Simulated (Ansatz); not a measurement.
The structure below was relaxed with plane-wave PAW DFT at the PBE level (Ansatz, an electronic-structure program, 420 eV), no spin-orbit coupling, earlier PAW set, at pressure 2.1 GPa.

```yaml
crystal:
  lattice:
    - [2.57716, 1.48792, 4.64613]
    - [-2.57716, 1.48792, 4.64613]
    - [0.00000, -2.97585, 4.64613]
  atoms:
    - { symbol: Li, position: [0.70256, 0.70256, 0.70256] }
    - { symbol: Li, position: [0.20256, 0.20256, 0.20256] }
    - { symbol: Nb, position: [0.98406, 0.98406, 0.98406] }
    - { symbol: Nb, position: [0.48406, 0.48406, 0.48406] }
    - { symbol: O, position: [0.62219, 0.87668, 0.26421] }
    - { symbol: O, position: [0.87668, 0.26421, 0.62219] }
    - { symbol: O, position: [0.26421, 0.62219, 0.87668] }
    - { symbol: O, position: [0.76421, 0.37668, 0.12219] }
    - { symbol: O, position: [0.37668, 0.12219, 0.76421] }
    - { symbol: O, position: [0.12219, 0.76421, 0.37668] }
```

Find the space group and the Wyckoff positions.

Space group R3c, hexagonal axes (No. 161); a = b = 5.1543 Å, c = 13.9384 Å, α = β = 90.00°, γ = 120.00°

| atom | site | symmetry | x | y | z |
|---|---|---|---|---|---|
| Li | 6a | 3. | 0.0000 | 0.0000 | 0.2974 |
| Nb | 6a | 3. | 0.0000 | 0.0000 | 0.0159 |
| O | 18b | 1 | 0.0443 | 0.3432 | 0.0790 |

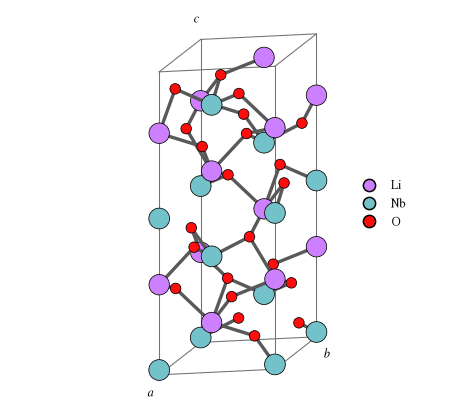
The conventional cell

Load acts through the strain it causes; cell and atoms are relaxed under it. Whether these cells are dynamically stable was not tested. The cell was made from LiNbO3 (space group R3c, No. 161) by this change: pressure 2.1 GPa.
